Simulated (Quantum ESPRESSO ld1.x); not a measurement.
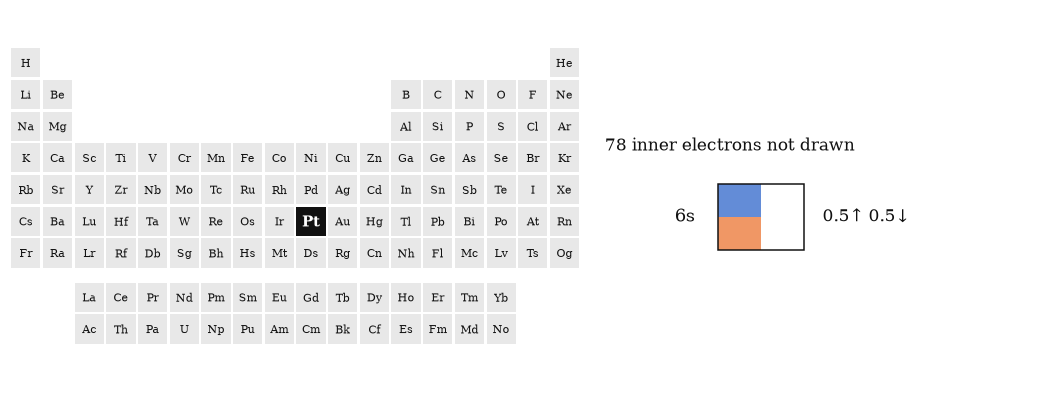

Fig. 1: Left, the place of platinum in the periodic table; right, the outer shells as the input fills them: a box for each of the 2l + 1 orbitals, shaded by the share of the shell that is filled, up spin in the upper half and down spin in the lower, with the electron count at the right.

**Pt⁻: atomic calculation**

- system: Pt⁻, configuration [Xe] 4f14 6s0.5 6s0.5 5d5 5d5.
- method: scalar-relativistic Kohn-Sham, LDA (Slater exchange, Perdew-Wang correlation), spin-polarised, spherical densities, point nucleus (Quantum ESPRESSO ld1.x)

## The input
```
 &input
    atom='Pt',
    iswitch=1,
    rel=1,
    lsd=1,
    dft='PW',
    config='[Xe] 4f14 6s0.5 6s0.5 5d5 5d5',
    verbosity='high',
    prefix='ld1',
    max_out_wfc=37,
    file_charge='ld1.rho',
 /
```

Hardware: 1 CPU thread, shared host.

## Log
```
     Program LD1 v.7.5 starts

     Message from routine scf:
     warning: convergence not achieved
     --------------------------- All-electron run ----------------------------

     scalar relativistic calculation

     atomic number is 78.00
     dft =PW   lsd =1 sic =0 latt =0  beta=0.20 tr2=1.0E-14
     Exchange-correlation= PW
                           (   1   4   0   0   0   0   0)
     mesh =2121 r(mesh) =  99.81228 a.u. xmin = -8.00 dx = 0.00800
     1 Ry =  13.60569312 eV, c = 137.03599908

     n l     nl                  e(Ry)          e(Ha)          e(eV)
     1 0     1S 1( 1.00)   -5759.216126784   -2879.608063392 -78358.1272500
     2 0     2S 1( 1.00)   -1010.826216391    -505.413108195 -13752.9913009
     2 1     2P 1( 3.00)    -876.117696802    -438.058848401 -11920.1885223
     3 0     3S 1( 1.00)    -236.493154075    -118.246577038  -3217.6532800
     3 1     3P 1( 3.00)    -197.274773342     -98.637386671  -2684.0600270
     4 0     4S 1( 1.00)     -49.792143367     -24.896071683   -677.4566226
     4 1     4P 1( 3.00)     -36.928021821     -18.464010911   -502.4313325
     3 2     3D 1( 5.00)    -154.699676083     -77.349838042  -2104.7963190
     5 0     5S 1( 1.00)      -6.432388319      -3.216194160    -87.5171015
     5 1     5P 1( 3.00)      -3.107155317      -1.553577659    -42.2750017
     4 2     4D 1( 5.00)     -21.314602495     -10.657301248   -289.9999406
     4 3     4F 1( 7.00)      -3.968432639      -1.984216319    -53.9932767
     6 0     6S 1( 0.50)      -0.053940081      -0.026970040     -0.7338922
     6 0     6S 2( 0.50)      -0.053940081      -0.026970040     -0.7338922
     5 2     5D 1( 5.00)       0.069137126       0.034568563      0.9406585
     5 2     5D 2( 5.00)       0.069137126       0.034568563      0.9406585
     1 0     1S 2( 1.00)   -5759.216126781   -2879.608063391 -78358.1272500
     2 0     2S 2( 1.00)   -1010.826216390    -505.413108195 -13752.9913009
     2 1     2P 2( 3.00)    -876.117696802    -438.058848401 -11920.1885223
     3 0     3S 2( 1.00)    -236.493154075    -118.246577038  -3217.6532800
     3 1     3P 2( 3.00)    -197.274773342     -98.637386671  -2684.0600270
     4 0     4S 2( 1.00)     -49.792143367     -24.896071683   -677.4566226
     4 1     4P 2( 3.00)     -36.928021821     -18.464010911   -502.4313325
     3 2     3D 2( 5.00)    -154.699676083     -77.349838042  -2104.7963190
     5 0     5S 2( 1.00)      -6.432388319      -3.216194160    -87.5171015
     5 1     5P 2( 3.00)      -3.107155317      -1.553577659    -42.2750017
     4 2     4D 2( 5.00)     -21.314602495     -10.657301248   -289.9999406
     4 3     4F 2( 7.00)      -3.968432639      -1.984216319    -53.9932767

     final scf error:  1.9E+02 reached in 201 iterations

     Etot =  -35746.613912 Ry,  -17873.306956 Ha, -486357.459073 eV
     Total magnetization:    0.00 Bohr mag.

     Ekin =   41916.210287 Ry,   20958.105144 Ha,  570299.094045 eV
     Encl =  -90336.369538 Ry,  -45168.184769 Ha,-1229088.921775 eV
     Eh   =   13345.816218 Ry,    6672.908109 Ha,  181579.079932 eV
     Exc  =    -672.270879 Ry,    -336.135439 Ha,   -9146.711274 eV

     normalization and overlap integrals

     s(1S/1S) =  1.000000  <r> =   0.0172  <r2> =    0.0004  r(max) =   0.0106
     s(1S/2S) = -0.036214
     s(1S/3S) = -0.015876
     s(1S/4S) = -0.007835
     s(1S/5S) = -0.003426
     s(1S/6S) = -0.000645
     s(2S/2S) =  1.000000  <r> =   0.0724  <r2> =    0.0062  r(max) =   0.0610
     s(2S/3S) = -0.010197
     s(2S/4S) = -0.004797
     s(2S/5S) = -0.002077
     s(2S/6S) = -0.000390
     s(2P/2P) =  1.000000  <r> =   0.0652  <r2> =    0.0052  r(max) =   0.0508
     s(2P/3P) = -0.007996
     s(2P/4P) = -0.003560
     s(2P/5P) = -0.001398
     s(3S/3S) =  1.000000  <r> =   0.1872  <r2> =    0.0401  r(max) =   0.1726
     s(3S/4S) = -0.003490
     s(3S/5S) = -0.001460
     s(3S/6S) = -0.000273
     s(3P/3P) =  1.000000  <r> =   0.1883  <r2> =    0.0411  r(max) =   0.1712
     s(3P/4P) = -0.002931
     s(3P/5P) = -0.001114
     s(4S/4S) =  1.000000  <r> =   0.4153  <r2> =    0.1947  r(max) =   0.3904
     s(4S/5S) = -0.001025
     s(4S/6S) = -0.000189
     s(4P/4P) =  1.000000  <r> =   0.4423  <r2> =    0.2224  r(max) =   0.4095
     s(4P/5P) = -0.000793
     s(3D/3D) =  1.000000  <r> =   0.1705  <r2> =    0.0340  r(max) =   0.1402
     s(3D/4D) = -0.002137
     s(3D/5D) =  0.000000
     s(5S/5S) =  1.000000  <r> =   0.9575  <r2> =    1.0302  r(max) =   0.8687
     s(5S/6S) = -0.000108
     s(5P/5P) =  1.000000  <r> =   1.1178  <r2> =    1.4205  r(max) =   0.9795
     s(4D/4D) =  1.000000  <r> =   0.4688  <r2> =    0.2542  r(max) =   0.4195
     s(4D/5D) =  0.000000
     s(4F/4F) =  1.000000  <r> =   0.5186  <r2> =    0.3288  r(max) =   0.3842
     s(6S/6S) =  1.000000  <r> =   3.6243  <r2> =   14.8482  r(max) =   3.2004
     s(6S/6S) =  1.000000  <r> =   3.6243  <r2> =   14.8482  r(max) =   3.2004
     s(6S/1S) = -0.000645
     s(6S/2S) = -0.000390
     s(6S/3S) = -0.000273
     s(6S/4S) = -0.000189
     s(6S/5S) = -0.000108
     s(5D/5D) =  0.000000  <r> =   0.0000  <r2> =    0.0000  r(max) =  99.8123
     s(5D/5D) =  0.000000  <r> =   0.0000  <r2> =    0.0000  r(max) =  99.8123
     s(5D/3D) =  0.000000
     s(5D/4D) =  0.000000
     s(1S/1S) =  1.000000  <r> =   0.0172  <r2> =    0.0004  r(max) =   0.0106
     s(1S/2S) = -0.036214
     s(1S/3S) = -0.015876
     s(1S/4S) = -0.007835
     s(1S/5S) = -0.003426
     s(2S/2S) =  1.000000  <r> =   0.0724  <r2> =    0.0062  r(max) =   0.0610
     s(2S/3S) = -0.010197
     s(2S/4S) = -0.004797
     s(2S/5S) = -0.002077
     s(2P/2P) =  1.000000  <r> =   0.0652  <r2> =    0.0052  r(max) =   0.0508
     s(2P/3P) = -0.007996
     s(2P/4P) = -0.003560
     s(2P/5P) = -0.001398
     s(3S/3S) =  1.000000  <r> =   0.1872  <r2> =    0.0401  r(max) =   0.1726
     s(3S/4S) = -0.003490
     s(3S/5S) = -0.001460
     s(3P/3P) =  1.000000  <r> =   0.1883  <r2> =    0.0411  r(max) =   0.1712
     s(3P/4P) = -0.002931
     s(3P/5P) = -0.001114
     s(4S/4S) =  1.000000  <r> =   0.4153  <r2> =    0.1947  r(max) =   0.3904
     s(4S/5S) = -0.001025
     s(4P/4P) =  1.000000  <r> =   0.4423  <r2> =    0.2224  r(max) =   0.4095
     s(4P/5P) = -0.000793
     s(3D/3D) =  1.000000  <r> =   0.1705  <r2> =    0.0340  r(max) =   0.1402
     s(3D/4D) = -0.002137
     s(5S/5S) =  1.000000  <r> =   0.9575  <r2> =    1.0302  r(max) =   0.8687
     s(5P/5P) =  1.000000  <r> =   1.1178  <r2> =    1.4205  r(max) =   0.9795
     s(4D/4D) =  1.000000  <r> =   0.4688  <r2> =    0.2542  r(max) =   0.4195
     s(4F/4F) =  1.000000  <r> =   0.5186  <r2> =    0.3288  r(max) =   0.3842

     ------------------------ End of All-electron run ------------------------
```

## Outcome

```tsv
quantity	value
outcome	not converged
total energy	−17873.3070 hartree
kinetic energy	20958.1051 hartree
electron–nucleus energy	−45168.1848 hartree
Hartree energy	6672.9081 hartree
exchange–correlation energy	−336.135440 hartree
SCF iterations	201
wall time	7.5 s
```

## What went wrong

The run did not meet its convergence test in 201 iterations, so its last values are not results.
